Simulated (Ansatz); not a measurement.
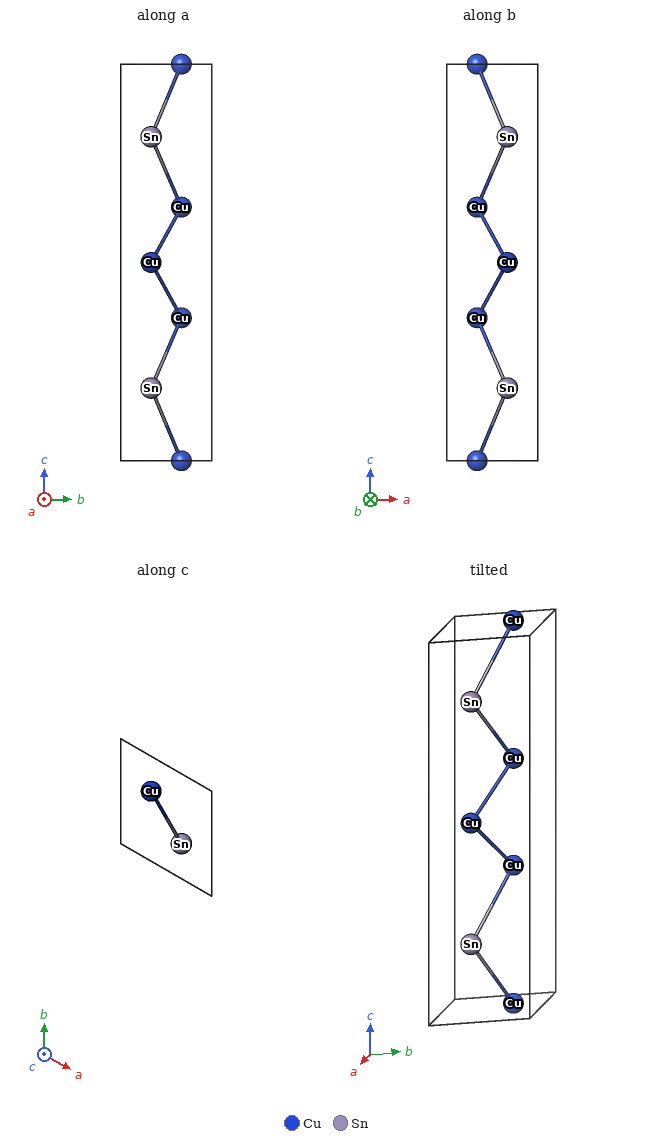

Crystal structure, ball-and-stick style, seen along the a axis, along the b axis, along the c axis and slightly off an axis. The parallelepiped is the conventional unit cell.

Lattice parameters: a = 3.1653 Å, b = 3.1653 Å, c = 11.9634 Å, α = 90.000°, β = 90.000°, γ = 120.000°.

### Write the structure as a CIF in P1 with every atom of the cell, with free fractional coordinates to two decimals.

```cif
data_structure
_symmetry_space_group_name_H-M 'P 1'
_symmetry_Int_Tables_number 1
_cell_length_a 3.1653
_cell_length_b 3.1653
_cell_length_c 11.9634
_cell_angle_alpha 90.000
_cell_angle_beta 90.000
_cell_angle_gamma 120.000
_cell_volume 103.80
loop_
_atom_site_label
_atom_site_type_symbol
_atom_site_fract_x
_atom_site_fract_y
_atom_site_fract_z
_atom_site_occupancy
Cu1 Cu 0.3333 0.6667 0.64 1
Cu2 Cu 0.3333 0.6667 0.00 1
Cu3 Cu 0.3333 0.6667 0.36 1
Cu4 Cu 0.6667 0.3333 0.50 1
Sn1 Sn 0.6667 0.3333 0.82 1
Sn2 Sn 0.6667 0.3333 0.18 1
```

The structure comes from a structure type filled with these elements by a generator (whether the compound takes this form wasn't checked). Earlier steps of the study, as a rule a relaxation of our own, may have changed the cell and positions, so they can lie some per cent off the listed ones. It was set up as input for a calculation with Ansatz.
